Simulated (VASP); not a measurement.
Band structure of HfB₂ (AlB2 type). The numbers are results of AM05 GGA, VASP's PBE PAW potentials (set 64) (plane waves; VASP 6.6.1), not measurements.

Unless said otherwise, spin-orbit coupling is left out, though it shifts the bands of the heavy elements here.

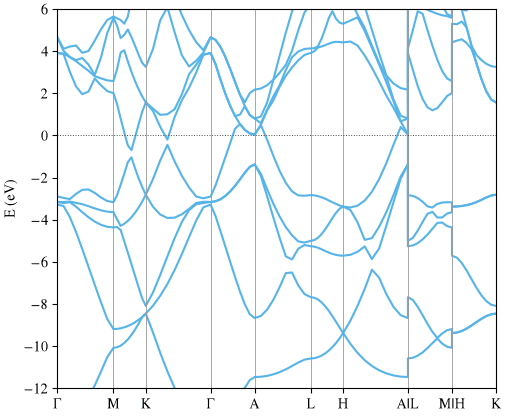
Bands along high-symmetry lines, zero at the valence-band maximum or, without a gap, the Fermi level

Q: Read the plot: is there a gap, and where are the band edges?

A: It has no gap at this level: it comes out as a metal or semimetal. (Edges off the drawn lines would not show.)

The compound is HfB2 in the AlB2 type structure. It was relaxed first.
